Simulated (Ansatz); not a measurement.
# CeO2 (Fm-3m): a volume series of phonon spectra

Which modes of CeO2 drive its thermal expansion?

Method: DFT PBE, scalar-relativistic, plane waves, PAW, in Ansatz 0.2.0.

The experiments to compare with:

“New synchrotron powder diffraction facility for long-duration experiments” (2017, pmc:5294393) reports for CeO2, cubic fluorite, by synchrotron X-ray powder diffraction, refinement (NIST standard powder, 100 micrometre thin sample, 25 keV beam): lattice constant a (cubic a, average of weekly measurements over 17 weeks) 5.41168 ± 2e-05 Å [Average of repeated refinements on a certified reference powder (certified a = 5.41165 …].

Report form: the programs' logs are mostly left out.

## (1) Set-up

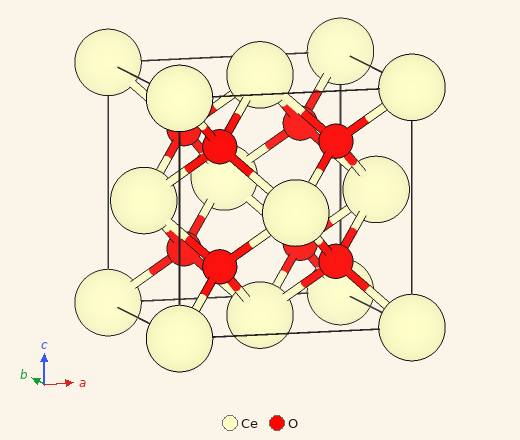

The starting structure, seen slightly off an axis (cerium light yellow, oxygen red). This picture shows the conventional cell, with its axes. Some periodic images of atoms are drawn too.

## (2) A first coarse run

A cheap single point shows whether the cell is a metal or an insulator and how far it is from rest; that sets the k-mesh and the occupations of what follows.

Contents of input.yaml:

```yaml
crystal:
  lattice:
    - [0.0, 2.70365, 2.70365]
    - [2.70365, 0.0, 2.70365]
    - [2.70365, 2.70365, 0.0]
  atoms:
    - { symbol: Ce, position: [0.0, 0.0, 0.0] }
    - { symbol: O, position: [0.25, 0.25, 0.25] }
    - { symbol: O, position: [0.75, 0.75, 0.75] }
kpoints:
  mp_grid: { grid: [6, 6, 6] }
hamiltonian:
  xc: pbe
scf:
  occupations: { method: gaussian, width: 0.1 }
output:
  forces: true
  stress: true
  eigenvalues: true
```

The run is started by

```
> ansatz run input.yaml --threads 4 --pin off --max-ram 8192MiB --backend cpu --events-out ev --progress --plain --runs-dir out
```

Run time: 3.4 s. Hardware: 4 threads of Arm Neoverse V2, shared host; peak memory 0.36 GiB; 1.6 s of CPU time.

Numbers from this step:

```
pressure          : 5.868 GPa
gap on the k-mesh : 2.107 eV
volume per atom   : 13.18 Å³
```

The start is under 5.9 GPa at this level and looks like an insulator or semiconductor on this mesh.

## (3) Relaxation

Phonons are second derivatives about a minimum, so cell and atoms are relaxed first, inside the symmetry of the start.

input.yaml, the sections that differ from step 2:

```yaml
kpoints:
  mp_grid: { grid: [10, 10, 10] }
scf:
  occupations: { method: gaussian, width: 0.02 }
relax:
  adjacent_minimum: "off"
  f_tol: 0.005
  max_steps: 80
  cell: { stress_tol: 0.05 }
# crystal, hamiltonian, output: as in step 2
```

It took 4.5 s on 4 threads; peak memory 0.43 GiB; 16 s of CPU time.

Step by step:

| step | energy less that of the first step (eV) | largest force component (eV/Å) | pressure (GPa) | volume (Å³) |
| --- | --- | --- | --- | --- |
| 1 | 0.0000 | 0.0000 | 5.87 | 39.53 |
| 2 | -0.0035 | 0.0000 | -3.75 | 41.62 |
| 3 | -0.0170 | 0.0000 | -0.18 | 40.78 |
| 4 | -0.0172 | 0.0000 | 0.01 | 40.74 |
| 5* | -0.0224 | 0.0000 | 0.22 | 40.74 |
| 6 | -0.0223 | 0.0000 | 0.01 | 40.79 |
| 7* | -0.0225 | 0.0000 | 0.01 | 40.79 |

Relaxation steps marked * repeat the geometry before them on a plane-wave basis chosen anew for their cell, so energy and pressure can jump there.

Forces are held to the 48 operations that the run works with; a distortion that breaks them can't arise in this run.

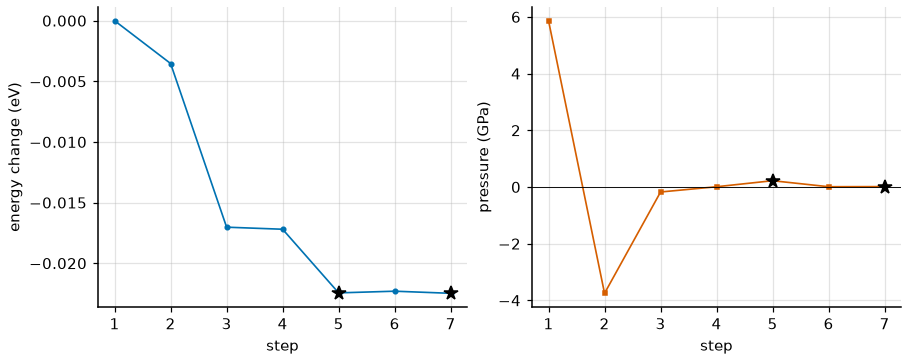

Energy and pressure along the relaxation. Stars mark steps on a basis chosen anew.

| conventional cell, symmetrised | before | after | change |
| --- | --- | --- | --- |
| a (Å) | 5.407 | 5.464 | +1.1 % |
| b (Å) | 5.407 | 5.464 | +1.1 % |
| c (Å) | 5.407 | 5.464 | +1.1 % |
| volume (Å³/atom) | 13.18 | 13.60 | +3.2 % |

Final coordinates:

```
Ce O
1.0
     0.00000    2.73206    2.73206
     2.73206    0.00000    2.73206
     2.73206    2.73206    0.00000
Ce O
1 2
Direct
  0.00000 0.00000 0.00000
  0.25000 0.25000 0.25000
  0.75000 0.75000 0.75000
```

Numbers from this step:

```
pressure          : 0.01262 GPa
gap on the k-mesh : 1.920 eV
volume per atom   : 13.60 Å³
```

The relaxation ends with a pressure of 0.01 GPa.

## (4) Tight relaxation

The relaxation is repeated with tighter thresholds on force and stress, since phonons are sensitive to what is left; a change of mesh or smearing in the input moves the cell too.

Contents of input.yaml:

```yaml
crystal:
  lattice:
    - [0.0, 2.7320622393, 2.7320622393]
    - [2.7320622393, 0.0, 2.7320622393]
    - [2.7320622393, 2.7320622393, 0.0]
  atoms:
    - { symbol: Ce, position: [0.0, 0.0, 0.0] }
    - { symbol: O, position: [0.25, 0.25, 0.25] }
    - { symbol: O, position: [0.75, 0.75, 0.75] }
kpoints:
  mp_grid: { grid: [12, 12, 12] }
hamiltonian:
  xc: pbe
scf:
  occupations: { method: fixed }
output:
  forces: true
  stress: true
  eigenvalues: true
relax:
  adjacent_minimum: "off"
  f_tol: 0.001
  max_steps: 60
  cell: { stress_tol: 0.01 }
```

It took 3.1 s on 4 threads; peak memory 0.43 GiB; 11 s of CPU time.

Little changed from the start: no atom moved by 0.005 Å and no cell edge by 0.1 %.

Numbers from this step:

* pressure: 2.80e-4 GPa
* gap on the k-mesh: 1.899 eV

The residual pressure is 2.8e-4 GPa, small enough for phonons.

## (5) Phonons, V/V0 1

Phonons at this volume give one point of F(V, T); meshes stay fixed along the series.

Contents of input.yaml:

```yaml
crystal:
  lattice:
    - [0.0, 2.7321247455, 2.7321247455]
    - [2.7321247455, 0.0, 2.7321247455]
    - [2.7321247455, 2.7321247455, 0.0]
  atoms:
    - { symbol: Ce, position: [0.0, 0.0, 0.0] }
    - { symbol: O, position: [0.25, 0.25, 0.25] }
    - { symbol: O, position: [0.75, 0.75, 0.75] }
kpoints:
  mp_grid: { grid: [12, 12, 12] }
hamiltonian:
  xc: pbe
scf:
  occupations: { method: fixed }
output:
  eigenvalues: true
phonons:
  method: dfpt
  dielectric: true
  rigid_motions: translations
  qmesh: [4, 4, 4]
  temperatures: { t_max: 1000, t_step: 50 }
  qpath:
    path:
      - [[0.0, 0.0, 0.0], [0.5, 0.0, 0.5], [0.625, 0.25, 0.625]]
      - [[0.375, 0.375, 0.75], [0.0, 0.0, 0.0], [0.5, 0.5, 0.5], [0.5, 0.25, 0.75], [0.5, 0.0, 0.5]]
    npoints: 10
```

It took 5.6 min on 4 threads; peak memory 3.1 GiB.

Numbers from this step:

```
lowest frequency on the path             : 0 cm⁻¹
zero-point energy                        : 0.1581 eV/cell
point group                              : m-3m
highest frequency                        : 556.7 cm⁻¹
Debye temperature from the second moment : 584 K
```

LO-TO term included. Phonon branches along the path, in cm⁻¹:

| point | branch 1 | branch 2 | branch 3 | branch 4 | branch 5 | branch 6 | branch 7 | branch 8 | branch 9 |
| --- | --- | --- | --- | --- | --- | --- | --- | --- | --- |
| Γ | 0 | 0 | 0 | 254 | 254 | 418 | 418 | 418 | 509 |
| X | 123 | 123 | 148 | 206 | 206 | 247 | 424 | 424 | 557 |
| U | 119 | 157 | 164 | 196 | 252 | 264 | 402 | 430 | 542 |
| jump to K | 119 | 157 | 164 | 196 | 252 | 264 | 402 | 430 | 542 |
| Γ | 0 | 0 | 0 | 254 | 254 | 418 | 418 | 418 | 509 |
| L | 109 | 109 | 194 | 322 | 322 | 354 | 354 | 387 | 488 |
| W | 123 | 174 | 182 | 184 | 184 | 344 | 344 | 450 | 540 |
| X | 123 | 123 | 148 | 206 | 206 | 247 | 424 | 424 | 557 |

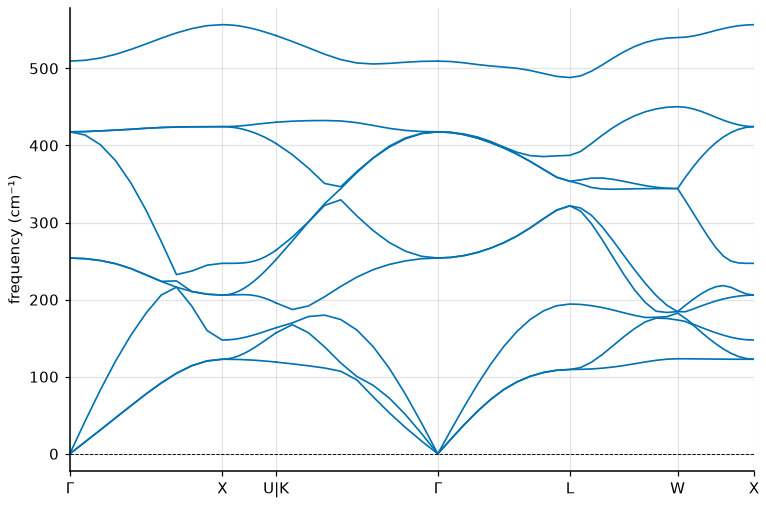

Phonon branches along the path.

The phonon density of states has structure finer than the step of the table below, so its rows give means over 25 cm⁻¹, whole bins alone (the curve runs from 2.5 to 558 cm⁻¹). Peaks (cm⁻¹: height): 112.5: 0.0574, 187.5: 0.0418, 427.5: 0.0434, 507.5: 0.0254.

Tetrahedra on 20 20 20, mean over bins of 5 cm⁻¹. The phonon density of states by wavenumber; means over each step:

| wavenumber (cm⁻¹) | phonon density of states (1/cm⁻¹/cell) |
| --- | --- |
| 25 | 6.7e-4 |
| 50 | 0.0027 |
| 75 | 0.00691 |
| 100 | 0.0252 |
| 125 | 0.0318 |
| 150 | 0.0163 |
| 175 | 0.0277 |
| 200 | 0.0254 |
| 225 | 0.0198 |
| 250 | 0.0226 |
| 275 | 0.0178 |
| 300 | 0.0165 |
| 325 | 0.0154 |
| 350 | 0.0137 |
| 375 | 0.0160 |
| 400 | 0.0196 |
| 425 | 0.0361 |
| 450 | 0.00582 |
| 475 | 2.2e-5 |
| 500 | 0.0113 |
| 525 | 0.0199 |

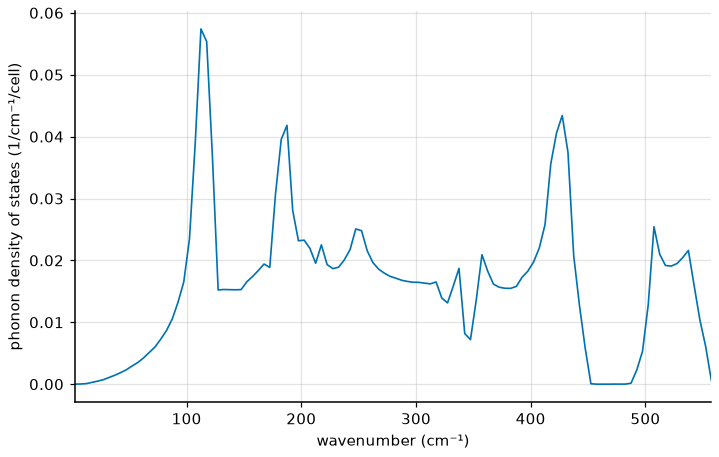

Phonon density of states against wavenumber.

Harmonic. Thermo, by row:

| T (K) | F_vib (meV/atom) | S (J/mol-atom/K) | C_V (J/mol-atom/K) |
| --- | --- | --- | --- |
| 0 | 52.71 | 0 | 0 |
| 50 | 52.54 | 1.295 | 3.278 |
| 100 | 50.83 | 5.543 | 9.554 |
| 150 | 46.7 | 10.38 | 14.36 |
| 200 | 40.11 | 14.99 | 17.57 |
| 250 | 31.24 | 19.15 | 19.63 |
| 300 | 20.34 | 22.86 | 20.99 |
| 350 | 7.62 | 26.16 | 21.91 |
| 400 | -6.72 | 29.13 | 22.55 |
| 450 | -22.52 | 31.82 | 23.01 |
| 500 | -39.65 | 34.26 | 23.35 |
| 550 | -57.99 | 36.5 | 23.61 |
| 600 | -77.45 | 38.56 | 23.81 |
| 650 | -97.94 | 40.47 | 23.98 |
| 700 | -119.4 | 42.26 | 24.1 |
| 750 | -141.7 | 43.92 | 24.21 |
| 800 | -164.9 | 45.49 | 24.3 |
| 850 | -188.8 | 46.96 | 24.37 |
| 900 | -213.5 | 48.36 | 24.43 |
| 950 | -238.9 | 49.68 | 24.48 |
| 1000 | -265 | 50.94 | 24.52 |

The modes has structure finer than the step of the table below, so its rows give means over 25 cm⁻¹, whole bins alone (the curve runs from -10 to 583 cm⁻¹). Peaks (cm⁻¹: height): Ce 113.1: 0.0501, 183.9: 0.0270; O 265.9: 0.0189, 426.3: 0.0409, 534.4: 0.0200.

Phonopy on the run's constants, 17x17x17 mesh, Gaussian sigma 4.2 cm⁻¹. Table of modes by wavenumber; means over each step; values in 1/cm⁻¹/cell:

| wavenumber (cm⁻¹) | Ce | O |
| --- | --- | --- |
| 25 | 6.1e-4 | 1.3e-4 |
| 50 | 0.00233 | 4.4e-4 |
| 75 | 0.00602 | 8.7e-4 |
| 100 | 0.0242 | 0.00146 |
| 125 | 0.0300 | 0.00116 |
| 150 | 0.0136 | 0.00281 |
| 175 | 0.0184 | 0.00894 |
| 200 | 0.0121 | 0.0140 |
| 225 | 0.00377 | 0.0160 |
| 250 | 0.00384 | 0.0184 |
| 275 | 0.00152 | 0.0164 |
| 300 | 7.3e-4 | 0.0156 |
| 325 | 4.3e-4 | 0.0143 |
| 350 | 2.2e-4 | 0.0143 |
| 375 | 9.9e-5 | 0.0157 |
| 400 | 2.0e-4 | 0.0198 |
| 425 | 3.8e-4 | 0.0347 |
| 450 | 5.0e-5 | 0.00662 |
| 475 | 2.0e-6 | 1.2e-4 |
| 500 | 7.5e-4 | 0.0104 |
| 525 | 6.6e-4 | 0.0190 |
| 550 | 8.2e-5 | 0.00893 |

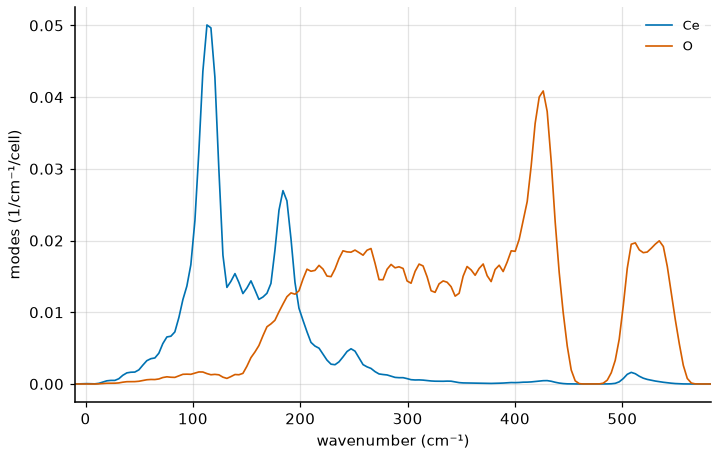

Modes against wavenumber.

Born charge (rows field, columns displacement) (e), principal values of the symmetric part by kind of site:

| atom | atoms with these values | low | middle | high | mean |
| --- | --- | --- | --- | --- | --- |
| Ce1 | 1 | 5.75 | 5.75 | 5.75 | 5.75 |
| O2 | 2 | -2.88 | -2.88 | -2.88 | -2.88 |

In full for O2:

```
-2.88  0.00  0.00
 0.00 -2.88  0.00
 0.00  0.00 -2.88
```

ε∞:

```
7.86 0.00 0.00
0.00 7.86 0.00
0.00 0.00 7.86
```

No LO-TO term. The modes at Γ (shares of kinetic energy by element, %):

| mode | frequency (cm⁻¹) | symmetry | Ce % | O % |
| --- | --- | --- | --- | --- |
| 1 | 0.0 | T1u | 81 | 19 |
| 2 | 0.0 | T1u | 81 | 19 |
| 3 | 0.0 | T1u | 81 | 19 |
| 4 | 254.0 | T1u | 19 | 81 |
| 5 | 254.0 | T1u | 19 | 81 |
| 6 | 254.0 | T1u | 19 | 81 |
| 7 | 417.7 | T2g | 0 | 100 |
| 8 | 417.7 | T2g | 0 | 100 |
| 9 | 417.7 | T2g | 0 | 100 |

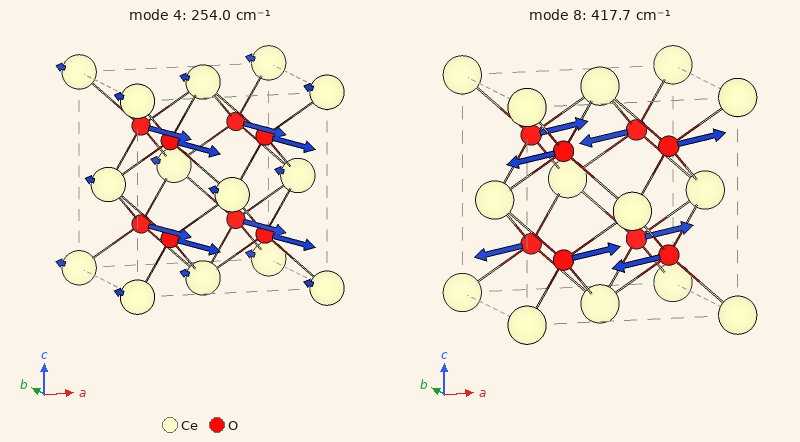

Displacement patterns of modes 4 and 8 at Γ; arrows are exaggerated. Some periodic images of atoms are drawn too.

No mode is imaginary beyond numerical noise at the solved wavevectors.

## (6) Single point at a scaled cell, V/V0 1.015

Symmetry fixes every atom, so a single point at the scaled cell gives the energy and pressure of this member.

The cell differs from the one that the last finished run ended in (a 3.864 → 3.883 Å, b 3.864 → 3.883 Å, c 3.864 → 3.883 Å).

input.yaml, the sections that differ from step 5:

```yaml
crystal:
  lattice:
    - [0.0, 2.7457176297, 2.7457176297]
    - [2.7457176297, 0.0, 2.7457176297]
    - [2.7457176297, 2.7457176297, 0.0]
  atoms:
    - { symbol: Ce, position: [0.0, 0.0, 0.0] }
    - { symbol: O, position: [0.25, 0.25, 0.25] }
    - { symbol: O, position: [0.75, 0.75, 0.75] }
output:
  forces: true
  stress: true
  eigenvalues: true
# kpoints, hamiltonian, scf: as in step 5
# phonons: removed
```

Elapsed: 0.76 s, on 4 threads; peak memory 0.42 GiB; 2.5 s of CPU time.

Numbers from this step:

| Property | Result |
| --- | --- |
| pressure | -2.503 GPa |
| gap on the k-mesh | 1.855 eV |
| volume per atom | 13.80 Å³ |

At this level the gap is 1.86 eV on the k-mesh of the self-consistent run, which can miss the band edges.

## (7) Lattice dynamics at this volume, V/V0 1.015

The same q-mesh and k-mesh are kept at every volume, so that much of their error can cancel in the differences.

input.yaml, the sections that differ from step 6:

```yaml
output:
  eigenvalues: true
phonons:
  method: dfpt
  dielectric: true
  rigid_motions: translations
  qmesh: [4, 4, 4]
  temperatures: { t_max: 1000, t_step: 50 }
  qpath:
    path:
      - [[0.0, 0.0, 0.0], [0.5, 0.0, 0.5], [0.625, 0.25, 0.625]]
      - [[0.375, 0.375, 0.75], [0.0, 0.0, 0.0], [0.5, 0.5, 0.5], [0.5, 0.25, 0.75], [0.5, 0.0, 0.5]]
    npoints: 10
# crystal, kpoints, hamiltonian, scf: as in step 6
```

Wall time 5.7 min (4 threads); peak memory 3.1 GiB; 22 min of CPU time.

LO-TO term included. Phonon branches along the path, in cm⁻¹:

| point | branch 1 | branch 2 | branch 3 | branch 4 | branch 5 | branch 6 | branch 7 | branch 8 | branch 9 |
| --- | --- | --- | --- | --- | --- | --- | --- | --- | --- |
| Γ | 0 | 0 | 0 | 242 | 242 | 408 | 408 | 408 | 498 |
| X | 116 | 116 | 133 | 194 | 194 | 242 | 416 | 416 | 547 |
| U | 113 | 150 | 150 | 185 | 241 | 258 | 394 | 422 | 532 |
| jump to K | 113 | 150 | 150 | 185 | 241 | 258 | 394 | 422 | 532 |
| Γ | 0 | 0 | 0 | 242 | 242 | 408 | 408 | 408 | 498 |
| L | 106 | 106 | 185 | 312 | 312 | 344 | 344 | 380 | 478 |
| W | 117 | 160 | 170 | 178 | 178 | 336 | 336 | 442 | 530 |
| X | 116 | 116 | 133 | 194 | 194 | 242 | 416 | 416 | 547 |

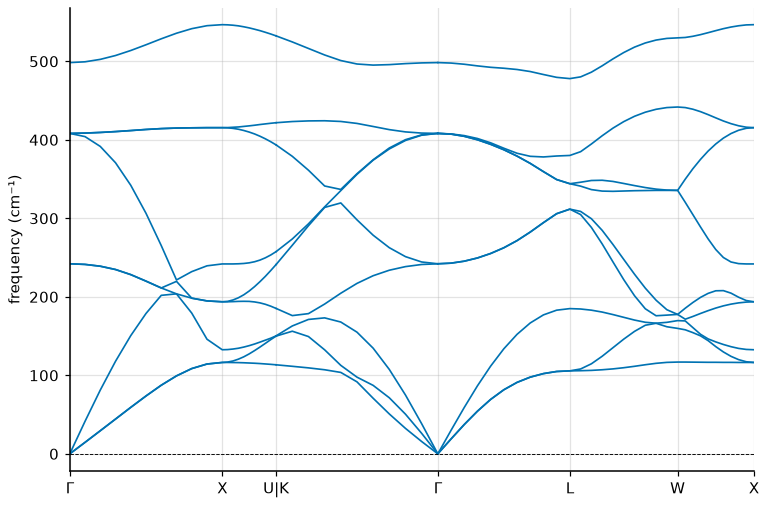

Phonon branches along the path.

No mode is imaginary beyond numerical noise at the solved wavevectors. The highest zone-centre mode (no LO–TO term) moved by -2.3 % for a volume change of +1.5 %.

## (8) A cell at another volume, V/V0 0.985

The cell differs from the one that the last finished run ended in (a 3.883 → 3.844 Å, b 3.883 → 3.844 Å, c 3.883 → 3.844 Å).

Contents of input.yaml:

```yaml
crystal:
  lattice:
    - [0.0, 2.7183952437, 2.7183952437]
    - [2.7183952437, 0.0, 2.7183952437]
    - [2.7183952437, 2.7183952437, 0.0]
  atoms:
    - { symbol: Ce, position: [0.0, 0.0, 0.0] }
    - { symbol: O, position: [0.25, 0.25, 0.25] }
    - { symbol: O, position: [0.75, 0.75, 0.75] }
kpoints:
  mp_grid: { grid: [12, 12, 12] }
hamiltonian:
  xc: pbe
scf:
  occupations: { method: fixed }
output:
  forces: true
  stress: true
  eigenvalues: true
  write_density: true
  write_potential: true
  elf: true
  volumetric_format: npy
```

The job ended after 1.1 s (4 threads; peak memory 0.42 GiB; 3.7 s of CPU time).

The run ends at a pressure of 2.72 GPa.

## (9) Phonons, V/V0 0.985

input.yaml, the sections that differ from step 8:

```yaml
output:
  eigenvalues: true
phonons:
  method: dfpt
  dielectric: true
  rigid_motions: translations
  qmesh: [4, 4, 4]
  temperatures: { t_max: 1000, t_step: 50 }
  qpath:
    path:
      - [[0.0, 0.0, 0.0], [0.5, 0.0, 0.5], [0.625, 0.25, 0.625]]
      - [[0.375, 0.375, 0.75], [0.0, 0.0, 0.0], [0.5, 0.5, 0.5], [0.5, 0.25, 0.75], [0.5, 0.0, 0.5]]
    npoints: 10
# crystal, kpoints, hamiltonian, scf: as in step 8
```

It took 5.5 min on 4 threads; peak memory 3.1 GiB.

No mode is imaginary beyond numerical noise at the solved wavevectors. The highest zone-centre mode (no LO–TO term) moved by +2.3 % for a volume change of -1.5 %.

## (10) A cell at another volume, V/V0 1.03

The cell differs from the one that the last finished run ended in (a 3.844 → 3.902 Å, b 3.844 → 3.902 Å, c 3.844 → 3.902 Å).

input.yaml, the sections that differ from step 9:

```yaml
crystal:
  lattice:
    - [0.0, 2.7591772449, 2.7591772449]
    - [2.7591772449, 0.0, 2.7591772449]
    - [2.7591772449, 2.7591772449, 0.0]
  atoms:
    - { symbol: Ce, position: [0.0, 0.0, 0.0] }
    - { symbol: O, position: [0.25, 0.25, 0.25] }
    - { symbol: O, position: [0.75, 0.75, 0.75] }
output:
  forces: true
  stress: true
  eigenvalues: true
# kpoints, hamiltonian, scf: as in step 9
# phonons: removed
```

The job ended after 0.76 s (4 threads; peak memory 0.42 GiB; 2.5 s of CPU time).

The run ends at a pressure of -4.81 GPa.

## (11) Phonons, V/V0 1.03

input.yaml, the sections that differ from step 10:

```yaml
output:
  eigenvalues: true
phonons:
  method: dfpt
  dielectric: true
  rigid_motions: translations
  qmesh: [4, 4, 4]
  temperatures: { t_max: 1000, t_step: 50 }
  qpath:
    path:
      - [[0.0, 0.0, 0.0], [0.5, 0.0, 0.5], [0.625, 0.25, 0.625]]
      - [[0.375, 0.375, 0.75], [0.0, 0.0, 0.0], [0.5, 0.5, 0.5], [0.5, 0.25, 0.75], [0.5, 0.0, 0.5]]
    npoints: 10
# crystal, kpoints, hamiltonian, scf: as in step 10
```

Run time: 6.4 min. Hardware: 4 threads; peak memory 3.2 GiB; 25 min of CPU time.

No mode is imaginary beyond numerical noise at the solved wavevectors. The highest zone-centre mode (no LO–TO term) moved by -4.5 % for a volume change of +3.0 %.

(Continued in part 2 of 2.)

[Logs are printed without paths, hosts, clocks, repeated set-up lines and the standing remarks that a program may print on its own settings, such as how far it seeks lower states.]

[Hosts, paths, dates, database ids (printed as entryN), source tags and the programs' standing remarks are cut or masked in the printed files.]

[A step with changed settings may run another functional than the one named; its input shows which.]

[Of the runs on displaced cells, only some may be shown.]
